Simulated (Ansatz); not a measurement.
# CH4F3GaO: up Jacob's ladder to CCSD(T), part 2 of 2

Ansatz 0.2.0, Gaussian basis; functionals in def2-TZVPP, the program's frozen cores in correlated methods. The steps go on from the part before.

### 14 CAM-B3LYP-D4 (range-separated)

Input file in.yaml:

```yaml
crystal:
  periodic: [false, false, false]
  atoms:
    - {symbol: C, position_ang: [0.555823, -0.886245, 0.994623]}
    - {symbol: O, position_ang: [0.568045, -0.345795, -0.340147]}
    - {symbol: Ga, position_ang: [-0.654204, 1.173326, -0.850038]}
    - {symbol: F, position_ang: [-1.003544, 0.467791, -2.418949]}
    - {symbol: F, position_ang: [0.342950, 2.598944, -0.764802]}
    - {symbol: F, position_ang: [-1.858534, 0.981285, 0.408427]}
    - {symbol: H, position_ang: [1.321825, -1.657059, 1.070662]}
    - {symbol: H, position_ang: [-0.430210, -1.280051, 1.239198]}
    - {symbol: H, position_ang: [0.795964, -0.062936, 1.662536]}
    - {symbol: H, position_ang: [0.444887, -1.040361, -0.998508]}
basis:
  gaussian: {orbitals: def2-TZVPP}
hamiltonian: {xc: {name: CAM-B3LYP}, dispersion: d4}
output: {orbitals: {seedname: orbitals}}
```

Command:

```sh
ansatz run in.yaml --threads 4 --pin off --events-out ev --progress --plain --max-ram 11315MiB
```

Log, shortened:

```text
Functional definition: CAM-B3LYP
  name "CAM-B3LYP"
  cite "Yanai, Tew & Handy, Chem. Phys. Lett. 393, 51 (2004) doi:10.1016/j.cplett.2004.06.011"
  cite "Iikura, Tsuneda, Yanai & Hirao, J. Chem. Phys. 115, 3540 (2001) doi:10.1063/1.1383587"
  cite "Becke, Phys. Rev. A 38, 3098 (1988) doi:10.1103/PhysRevA.38.3098"
  cite "Lee, Yang & Parr, Phys. Rev. B 37, 785 (1988) doi:10.1103/PhysRevB.37.785"
  cite "Vosko, Wilk & Nusair, Can. J. Phys. 58, 1200 (1980) doi:10.1139/p80-159"
[...]
  # Exact exchange under (alpha + beta erf(omega r))/r, Becke's under what is left of 1/r.
[...]
1438 factors; their error is unknown
317 factors; integrals over basis functions are off by at most 8.3e-6 eV
[...]
mean field -63687.45203353 eV, -2340.4706933268 hartree, gradient 5.1e-5 eV, S^2 0.000000; 0 other end points of the search recorded, 0 dependent functions left out
reference -63687.45215809 eV, -2340.4706979042 hartree; 38, 38 occupied and 221, 221 virtual orbitals, 1438 factors
Total energy: -63687.61075545 eV, -2340.4765262496 hartree
```

It took 3.8 s on 4 threads of Arm Neoverse V2, shared host; peak memory 0.85 GiB.

With the free atoms at this level, -63649.371 eV in sum, the atomisation energy is 38.239 eV. HOMO -12.05 eV, LUMO 0.08 eV.

### 15 LC-ωPBE (range-separated)

Changes to in.yaml since step 14:

```diff
@@ -15,3 +15,3 @@
   gaussian: {orbitals: def2-TZVPP}
-hamiltonian: {xc: {name: CAM-B3LYP}, dispersion: d4}
+hamiltonian: {xc: {name: LC-wPBE}}
 output: {orbitals: {seedname: orbitals}}
```

The command is unchanged.

Log, shortened:

```text
Functional definition: LC-wPBE
  name "LC-wPBE"
  cite "Vydrov & Scuseria, J. Chem. Phys. 125, 234109 (2006) doi:10.1063/1.2409292"
  cite "Heyd & Scuseria, J. Chem. Phys. 120, 7274 (2004) doi:10.1063/1.1668634"
  cite "Ernzerhof & Perdew, J. Chem. Phys. 109, 3313 (1998) doi:10.1063/1.476928"
  cite "Perdew, Burke & Ernzerhof, Phys. Rev. Lett. 77, 3865 (1996) doi:10.1103/PhysRevLett.77.3865"
  parent pbe
[...]
1403 factors; their error is unknown
408 factors; integrals over basis functions are off by at most 1.7e-5 eV
[...]
mean field -63674.23779973 eV, -2339.9850791916 hartree, gradient 2.4e-5 eV, S^2 0.000000; 0 other end points of the search recorded, 0 dependent functions left out
reference -63674.23779974 eV, -2339.9850791918 hartree; 38, 38 occupied and 221, 221 virtual orbitals, 1403 factors
Total energy: -63674.23779974 eV, -2339.9850791918 hartree
```

It took 2.7 s on 4 threads of Arm Neoverse V2, shared host; peak memory 0.5 GiB.

Atomisation energy: 38.168 eV (free atoms -63636.070 eV, run apart). HOMO -13.38 eV, LUMO 1.53 eV.

### 16 ωB97X-V (range-separated)

Changes to in.yaml since step 15:

```diff
@@ -15,3 +15,3 @@
   gaussian: {orbitals: def2-TZVPP}
-hamiltonian: {xc: {name: LC-wPBE}}
+hamiltonian: {xc: {name: wB97X-V}}
 output: {orbitals: {seedname: orbitals}}
```

The command is unchanged.

Log, shortened:

```text
Functional definition: wB97X-V
  name "wB97X-V"
  cite "Mardirossian & Head-Gordon, Phys. Chem. Chem. Phys. 16, 9904 (2014) doi:10.1039/C3CP54374A"
  cite "Becke, J. Chem. Phys. 107, 8554 (1997) doi:10.1063/1.475007"
  cite "Vydrov & Van Voorhis, J. Chem. Phys. 133, 244103 (2010) doi:10.1063/1.3521275"
[...]
      + integral(e_c_pw_opposite_spin*poly(b97_u_opposite, cos0, cos1)) + vv10(b, c)
1438 factors; their error is unknown
313 factors; integrals over basis functions are off by at most 7.3e-6 eV
[...]
mean field -63678.56866490 eV, -2340.1442355509 hartree, gradient 7.7e-5 eV, S^2 0.000000; 0 other end points of the search recorded, 0 dependent functions left out
reference -63678.56866285 eV, -2340.1442354758 hartree; 38, 38 occupied and 221, 221 virtual orbitals, 1438 factors
Total energy: -63678.56866285 eV, -2340.1442354758 hartree
```

Wall time 8.5 s (4 threads of Arm Neoverse V2, shared host); peak memory 0.92 GiB.

With the free atoms at this level, -63640.394 eV in sum, the atomisation energy is 38.174 eV. HOMO -13.05 eV, LUMO 1.30 eV.

### 17 ωB97M-V (range-separated)

Changes to in.yaml since step 16:

```diff
@@ -15,3 +15,3 @@
   gaussian: {orbitals: def2-TZVPP}
-hamiltonian: {xc: {name: wB97X-V}}
-output: {orbitals: {seedname: orbitals}}
+hamiltonian: {xc: {name: wB97M-V}}
+output: {forces: true, orbitals: {seedname: orbitals}}
```

The command is unchanged.

Log, shortened:

```text
Functional definition: wB97M-V
  name "wB97M-V"
  cite "Mardirossian & Head-Gordon, J. Chem. Phys. 144, 214110 (2016) doi:10.1063/1.4952647"
  cite "Becke, J. Chem. Phys. 107, 8554 (1997) doi:10.1063/1.475007"
  cite "Vydrov & Van Voorhis, J. Chem. Phys. 133, 244103 (2010) doi:10.1063/1.3521275"
  # Of w^i u^j: cxij and so on, Table III.
[...]
  gx(w, u) = 1 - cx + cx01*u + cx10*w
  gss(w, u) = css00 + css04*u^4 + css10*w + css20*w^2 + css43*w^4*u^3
  gos(w, u) = cos00 + cos10*w + (cos20 + cos21*u)*w^2 + (cos60 + cos61*u)*w^6
[...]
      + integral(e_c_pw_mod_opposite_spin*gos(b97_w_opposite, b97_u_opposite)) + vv10(b, c)
1438 factors; their error is unknown
313 factors; integrals over basis functions are off by at most 7.3e-6 eV
[...]
Atom 0 at     0.555823    -0.886245     0.994623 Å, force     0.003531    -0.111047     0.318068 eV/Å
Atom 1 at     0.568045    -0.345795    -0.340147 Å, force    -0.021058     0.015248    -0.265180 eV/Å
Atom 2 at    -0.654204     1.173326    -0.850038 Å, force     0.014017     0.006366    -0.002708 eV/Å
Atom 3 at    -1.003544     0.467791    -2.418949 Å, force    -0.016122    -0.049749    -0.090075 eV/Å
Atom 4 at     0.342950     2.598944    -0.764802 Å, force     0.068963     0.090521     0.008608 eV/Å
Atom 5 at    -1.858534     0.981285     0.408427 Å, force    -0.063440    -0.029449     0.090377 eV/Å
Atom 6 at     1.321825    -1.657059     1.070662 Å, force    -0.076306     0.072267    -0.003173 eV/Å
Atom 7 at    -0.430210    -1.280051     1.239198 Å, force     0.090251     0.038810    -0.026032 eV/Å
Atom 8 at     0.795964    -0.062936     1.662536 Å, force    -0.022986    -0.069284    -0.054404 eV/Å
Atom 9 at     0.444887    -1.040361    -0.998508 Å, force     0.023150     0.036318     0.024520 eV/Å
Dipole moment:     0.499994    -0.983092     0.431582 e Å
```

It took 12 s on 4 threads of Arm Neoverse V2, shared host; peak memory 1 GiB.

Atomisation energy: 38.028 eV (free atoms -63643.087 eV, run apart). HOMO -12.97 eV, LUMO 0.95 eV.

### 18 B2PLYP (double hybrid)

Changes to in.yaml since step 17:

```diff
@@ -15,3 +15,2 @@
   gaussian: {orbitals: def2-TZVPP}
-hamiltonian: {xc: {name: wB97M-V}}
-output: {forces: true, orbitals: {seedname: orbitals}}
+hamiltonian: {xc: {name: B2PLYP}}
```

Same command.

Log, shortened:

```text
Functional definition: B2PLYP
  name "B2PLYP"
  cite "Grimme, J. Chem. Phys. 124, 034108 (2006) doi:10.1063/1.2148954"
  cite "Becke, Phys. Rev. A 38, 3098 (1988) doi:10.1103/PhysRevA.38.3098"
  cite "Lee, Yang & Parr, Phys. Rev. B 37, 785 (1988) doi:10.1103/PhysRevB.37.785"
[...]
1644 factors; integrals over basis functions are off by at most 9.9e-4 eV
[...]
mean field -63658.47335749 eV, -2339.4057466249 hartree, gradient 3.4e-6 eV, S^2 0.000000; 0 other end points of the search recorded, 0 dependent functions left out
14 core orbitals not correlated: weight in the atoms' cores, before any rotation towards them, 1.000 or more for the frozen orbitals, at most 0.000 for the correlated occupied ones
reference -63658.47351412 eV, -2339.4057523808 hartree; 24, 24 occupied and 221, 221 virtual orbitals, 1644 factors
second order -45.57990353 eV of doubles, -0.00000000 eV of singles
Total energy: -63670.78008807 eV, -2339.8580106319 hartree
```

Wall time 6 s (4 threads of Arm Neoverse V2, shared host); peak memory 0.75 GiB.

Atomisation energy: 37.732 eV (free atoms -63633.048 eV, run apart).

### 19 PBE-QIDH (double hybrid)

Changes to in.yaml since step 18:

```diff
@@ -15,2 +15,2 @@
   gaussian: {orbitals: def2-TZVPP}
-hamiltonian: {xc: {name: B2PLYP}}
+hamiltonian: {xc: {name: PBE-QIDH}}
```

Same command.

Log, shortened:

```text
Functional definition: PBE-QIDH
  name "PBE-QIDH"
  cite "Brémond, Sancho-García, Pérez-Jiménez & Adamo, J. Chem. Phys. 141, 031101 (2014) doi:10.1063/1.4890314"
  cite "Perdew, Burke & Ernzerhof, Phys. Rev. Lett. 77, 3865 (1996) doi:10.1103/PhysRevLett.77.3865"
[...]
1644 factors; integrals over basis functions are off by at most 9.9e-4 eV
[...]
mean field -63644.48972010 eV, -2338.8918574292 hartree, gradient 3.3e-6 eV, S^2 0.000000; 0 other end points of the search recorded, 0 dependent functions left out
14 core orbitals not correlated: weight in the atoms' cores, before any rotation towards them, 1.000 or more for the frozen orbitals, at most 0.000 for the correlated occupied ones
reference -63644.48973157 eV, -2338.8918578507 hartree; 24, 24 occupied and 221, 221 virtual orbitals, 1644 factors
second order -42.42457934 eV of doubles, -0.00000000 eV of singles
Total energy: -63658.63125802 eV, -2339.4115493621 hartree
```

Wall time 6 s (4 threads of Arm Neoverse V2, shared host); peak memory 0.75 GiB.

Atomisation energy: 37.773 eV (free atoms -63620.858 eV, run apart).

### 20 Frontier levels by functional

Dipoles come from the runs that computed forces. Levels are read from the orbital files that the runs wrote:

```
  functional  HOMO (eV)  LUMO (eV)  gap (eV)  dipole (D)
 LDA (SPW92)      -8.77      -2.12      6.65            
      PBE-D4      -8.49      -1.79      6.69        5.55
   revPBE-D4      -8.38      -1.64      6.75            
     BLYP-D4      -8.43      -1.80      6.63            
   r2SCAN-D4      -8.98      -1.34      7.65        5.66
      B97M-V      -9.10      -1.60      7.50            
     PBE0-D4     -10.51      -0.79      9.72            
    B3LYP-D4     -10.24      -1.18      9.07        5.69
  r2SCANh-D4      -9.76      -0.99      8.77            
  r2SCAN0-D4     -10.81      -0.49     10.32            
    HSE06-D4     -10.10      -1.16      8.93            
    BHLYP-D4     -12.28       0.01     12.30            
CAM-B3LYP-D4     -12.05       0.08     12.13            
     LC-ωPBE     -13.38       1.53     14.90            
     ωB97X-V     -13.05       1.30     14.35            
     ωB97M-V     -12.97       0.95     13.92        5.69
```

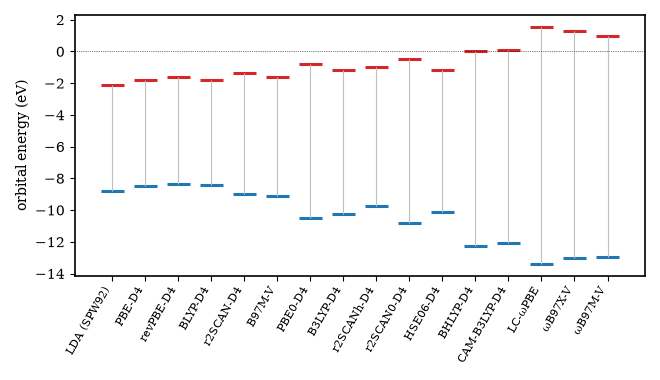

Highest occupied (blue) and lowest empty (red) level by functional.

### 21 CCSD(T) in def2-SVP

Changes to in.yaml since step 19:

```diff
@@ -14,3 +14,3 @@
 basis:
-  gaussian: {orbitals: def2-TZVPP}
-hamiltonian: {xc: {name: PBE-QIDH}}
+  gaussian: {orbitals: def2-SVP}
+correlation: {method: ccsd_t}
```

Launched as before.

Log, shortened:

```text
Functional definition: HF
  name "HF"
  cite "Fock, Z. Phys. 61, 126 (1930) doi:10.1007/BF01340294"
  parent pbe
[...]
1178 factors; integrals over basis functions are off by at most 1.4e-3 eV
[...]
mean field -63571.32602138 eV, -2336.2031410934 hartree, gradient 1.0e-6 eV, S^2 0.000000; 0 other end points of the search recorded, 0 dependent functions left out
14 core orbitals not correlated: weight in the atoms' cores, before any rotation towards them, 1.000 or more for the frozen orbitals, at most 0.000 for the correlated occupied ones
reference -63571.32602138 eV, -2336.2031410934 hartree; 24, 24 occupied and 84, 84 virtual orbitals, 1178 factors
second order -30.10477198 eV of doubles, -0.00000000 eV of singles
cycle   1  -29.63845986 eV  change    4.7e-1 eV  update   1.3e-1
[...]
cycle   9  -30.49659318 eV  change    8.9e-6 eV  update   1.6e-5
perturbative correction -0.60499577 eV, -0.0222331846 hartree
Total energy: -63602.42761034 eV, -2337.3461034062 hartree
```

Wall time 15 s (4 threads of Arm Neoverse V2, shared host); peak memory 0.79 GiB.

### 22 CCSD(T) in def2-TZVPP

Changes to in.yaml since step 21:

```diff
@@ -14,3 +14,4 @@
 basis:
-  gaussian: {orbitals: def2-SVP}
+  gaussian: {orbitals: def2-TZVPP}
 correlation: {method: ccsd_t}
+output: {orbitals: {seedname: orbitals}}
```

Same command.

Log, shortened:

```text
Functional definition: HF
  name "HF"
  cite "Fock, Z. Phys. 61, 126 (1930) doi:10.1007/BF01340294"
  parent pbe
[...]
1644 factors; integrals over basis functions are off by at most 9.9e-4 eV
[...]
mean field -63592.23343256 eV, -2336.9714742827 hartree, gradient 2.8e-6 eV, S^2 0.000000; 0 other end points of the search recorded, 0 dependent functions left out
14 core orbitals not correlated: weight in the atoms' cores, before any rotation towards them, 1.000 or more for the frozen orbitals, at most 0.000 for the correlated occupied ones
reference -63592.23343256 eV, -2336.9714742827 hartree; 24, 24 occupied and 221, 221 virtual orbitals, 1644 factors
second order -38.08256739 eV of doubles, -0.00000000 eV of singles
cycle   1  -37.24816870 eV  change    8.3e-1 eV  update   1.3e-1
[...]
cycle   9  -38.27447955 eV  change    1.4e-6 eV  update   2.1e-5
perturbative correction -1.22171510 eV, -0.0448972016 hartree
Total energy: -63631.72962720 eV, -2338.4229326642 hartree
```

Run time: 6.8 min. Hardware: 4 threads of Arm Neoverse V2, shared host; peak memory 6.9 GiB.

### 23 MP2 in def2-QZVPP

Changes to in.yaml since step 22:

```diff
@@ -14,4 +14,3 @@
 basis:
-  gaussian: {orbitals: def2-TZVPP}
-correlation: {method: ccsd_t}
-output: {orbitals: {seedname: orbitals}}
+  gaussian: {orbitals: "def2-QZVPP.json"}
+correlation: {method: mp2}
```

The command is unchanged.

Log:

```text
Functional definition: HF
  name "HF"
  cite "Fock, Z. Phys. 61, 126 (1930) doi:10.1007/BF01340294"
  parent pbe
  exchange = exact_x
  correlation = 0
3088 factors; integrals over basis functions are off by at most 1.0e-3 eV
mean field evaluation 1: about -63588.7970 eV, gradient 5.5e1 eV
mean field evaluation 2: about -63588.9218 eV, gradient 5.5e1 eV
mean field evaluation 4: about -63593.8453 eV, gradient 4.1e0 eV
mean field evaluation 8: about -63593.8901 eV, gradient 4.4e-1 eV
mean field -63593.89045669 eV, -2337.0323687961 hartree, gradient 1.8e-6 eV, S^2 0.000000; 0 other end points of the search recorded, 0 dependent functions left out
14 core orbitals not correlated: weight in the atoms' cores, before any rotation towards them, 1.000 or more for the frozen orbitals, at most 0.000 for the correlated occupied ones
reference -63593.89045669 eV, -2337.0323687961 hartree; 24, 24 occupied and 456, 456 virtual orbitals, 3088 factors
second order -47.61713268 eV of doubles, -0.00000000 eV of singles
Total energy: -63641.50758937 eV, -2338.7822661462 hartree
```

Run time: 31 s. Hardware: 4 threads of Arm Neoverse V2, shared host; peak memory 3.2 GiB.

Energy pieces by basis (eV):

```csv
basis,HF,MP2 correlation,CCSD correlation,(T),total
def2-SVP,-63571.3260,-30.1048,-30.4966,-0.6050,-63602.4276
def2-TZVPP,-63592.2334,-38.0826,-38.2745,-1.2217,-63631.7296
def2-QZVPP,-63593.8905,-47.6171,,,-63641.5076 (MP2)
```

The report of the def2-TZVPP run gives T1 = 0.0127.

### 24 From triple and quadruple zeta to the limit

This step is arithmetic on the last runs, with X = 3 and 4: exp(−7.88√X) for Hartree-Fock, X^−2.97 for correlation; only MP2 was run in the larger set, so CCSD(T) minus MP2 is added from the smaller one.

```csv
level,energy at the limit (eV)
HF,-63594.1187
MP2,-63648.7985
CCSD,-63648.9904
CCSD(T),-63650.2121
```

This is no true limit for total energies: MP2 correlation changes by a factor of 1.25 from triple to quadruple zeta (about 1.07 in light molecules), because outer-core shells are correlated in sets not made for them. Much of that cancels between molecule and atoms or ions.

### 25 RPA on PBE orbitals

Changes to in.yaml since step 23:

```diff
@@ -14,3 +14,4 @@
 basis:
-  gaussian: {orbitals: "def2-QZVPP.json"}
-correlation: {method: mp2}
+  gaussian: {orbitals: def2-TZVPP}
+hamiltonian: {xc: pbe}
+correlation: {method: rpa}
```

Same command.

Log, shortened:

```text
Functional definition: PBE
  name "PBE"
  cite "Perdew, Burke & Ernzerhof, Phys. Rev. Lett. 77, 3865 (1996) doi:10.1103/PhysRevLett.77.3865"
  parent pbe
[...]
1644 factors; integrals over basis functions are off by at most 9.9e-4 eV
[...]
mean field -63667.60407139 eV, -2339.7412941717 hartree, gradient 3.5e-6 eV, S^2 0.000000; 0 other end points of the search recorded, 0 dependent functions left out
14 core orbitals not correlated: weight in the atoms' cores, before any rotation towards them, 1.000 or more for the frozen orbitals, at most 0.000 for the correlated occupied ones
reference -63589.59687842 eV, -2336.8745827052 hartree; 24, 24 occupied and 221, 221 virtual orbitals, 1644 factors
Total energy: -63647.21495047 eV, -2338.9920077979 hartree
```

Wall time 5.5 s (4 threads of Arm Neoverse V2, shared host); peak memory 0.65 GiB.

RPA correlation: -57.618 eV. No RPA run of the hydrogen atom was made, so RPA has no atomisation energy below.

### 26 The ladder

Atomisation energy = energies of 1 C, 1 O, 1 Ga, 3 F, 4 H (separate runs, same level) minus the molecule's; electronic only, no spin-orbit term.

Differences are taken before rounding.

| method | rung | atomisation energy (eV) | from CCSD(T)/CBS (eV) | time |
| --- | --- | --- | --- | --- |
| LDA (SPW92) | LDA | 44.186 | +5.801 | 1.7 s |
| PBE-D4 | GGA | 38.680 | +0.295 | 2.5 s |
| revPBE-D4 | GGA | 37.441 | -0.944 | 2 s |
| BLYP-D4 | GGA | 37.870 | -0.515 | 2 s |
| r2SCAN-D4 | meta-GGA | 38.219 | -0.166 | 4.9 s |
| B97M-V | meta-GGA | 37.922 | -0.463 | 9 s |
| PBE0-D4 | hybrid | 37.646 | -0.739 | 3.1 s |
| B3LYP-D4 | hybrid | 37.690 | -0.695 | 4.6 s |
| r2SCANh-D4 | hybrid | 37.816 | -0.569 | 4.7 s |
| r2SCAN0-D4 | hybrid | 37.243 | -1.143 | 5.5 s |
| HSE06-D4 | hybrid | 37.674 | -0.711 | 3.4 s |
| BHLYP-D4 | hybrid | 36.278 | -2.107 | 3.4 s |
| CAM-B3LYP-D4 | range-separated | 38.239 | -0.146 | 3.8 s |
| LC-ωPBE | range-separated | 38.168 | -0.217 | 2.7 s |
| ωB97X-V | range-separated | 38.174 | -0.211 | 8.5 s |
| ωB97M-V | range-separated | 38.028 | -0.357 | 12 s |
| B2PLYP | double hybrid | 37.732 | -0.653 | 6 s |
| PBE-QIDH | double hybrid | 37.773 | -0.612 | 6 s |
| HF/def2-TZVPP | wavefunction | 27.354 | -11.031 |  |
| MP2/def2-TZVPP | wavefunction | 38.818 | +0.433 |  |
| CCSD/def2-TZVPP | wavefunction | 36.915 | -1.471 |  |
| CCSD(T)/def2-SVP | wavefunction | 36.405 | -1.981 | 15 s |
| CCSD(T)/def2-TZVPP | wavefunction | 37.521 | -0.864 | 6.8 min |
| MP2/CBS | wavefunction | 39.682 | +1.297 |  |
| CCSD(T)/CBS | wavefunction | 38.385 | 0 | 7.3 min |

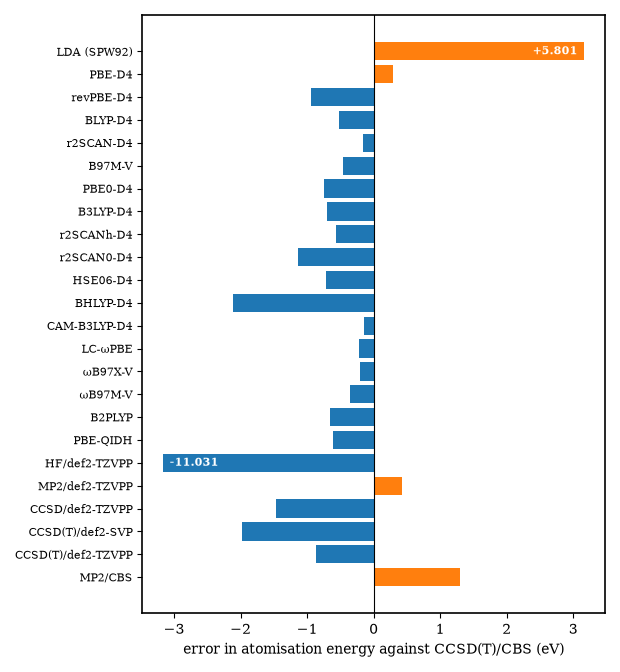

Error of each method against CCSD(T)/CBS. Bars with a number in them are cut short.

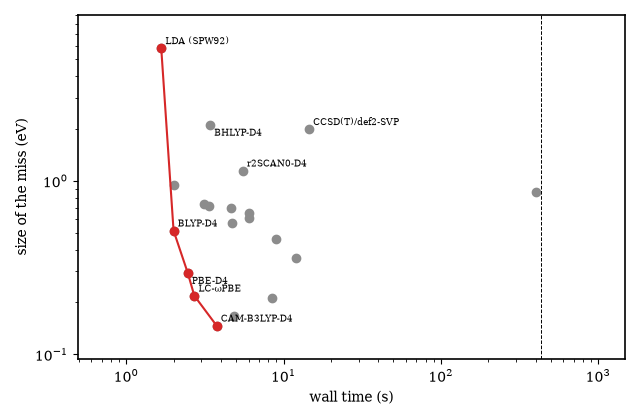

Accuracy for the time spent; red marks the levels that beat every quicker one drawn (of those quicker than the yardstick), and the dashed line is the time of CCSD(T)/CBS. Only those levels and the largest misses are named. Times are from a shared host.

LDA (SPW92), LC-ωPBE, B2PLYP, PBE-QIDH carry no dispersion term (for B3LYP, D4 adds 0.297 eV).

Times are those of the molecule's run; HF, MP2 and CCSD come out of the CCSD(T) runs, and the limit's time is the sum of the runs that it needs.

### 27 Results

What follows sums up all 2 parts.

| quantity | value |
| --- | --- |
| atomisation energy, CCSD(T)/CBS | 38.385 eV |
| functionals within 0.384 eV (1.0 %) | PBE-D4, r2SCAN-D4, CAM-B3LYP-D4, LC-ωPBE, ωB97X-V, ωB97M-V |
| farthest beyond LDA | BHLYP-D4 (-2.107 eV) |
| mean size of error, GGA | 0.585 eV |
| mean size of error, meta-GGA | 0.315 eV |
| mean size of error, hybrid | 0.994 eV |
| mean size of error, range-separated | 0.233 eV |
| mean size of error, double hybrid | 0.633 eV |
| gap, smallest and largest | 6.63 eV (BLYP-D4), 14.90 eV (LC-ωPBE) |
| T1 diagnostic | 0.0127 |
| triples share of the correlation energy | 3.1 % |

In words: The LDA atomisation energy is off by 5.801 eV (15 %): it overbinds. PBE-D4 is off by +0.295 eV. Double hybrids carry the basis error of their MP2 part in triple zeta, and no dispersion term here, so their miss is partly the set-up's. The rungs range-separated, meta-GGA miss on average by less than the doubt on the reference (0.384 eV), so they tie. Misses under about 0.384 eV are within the doubt on the reference itself, which lacks core-valence correlation, relativity and higher excitations, and its outer-core shells are covered unevenly. Hartree-Fock recovers 71 % of the binding; the rest is correlation. CCSD(T) in def2-SVP is off by -1.981 eV, so the small basis spoils what the method gains. The gap grows from 6.6 to 14.9 eV across the functionals, mostly with the share of exact exchange. Correlated methods include outer-core shells of Ga, which these sets cover unevenly.

For cost: CAM-B3LYP-D4 gets within 0.146 eV in 3.8 s, where CCSD(T)/CBS took 7.3 min; the quickest level in the cost chart, LDA (SPW92), takes 1.7 s and misses by 5.801 eV.
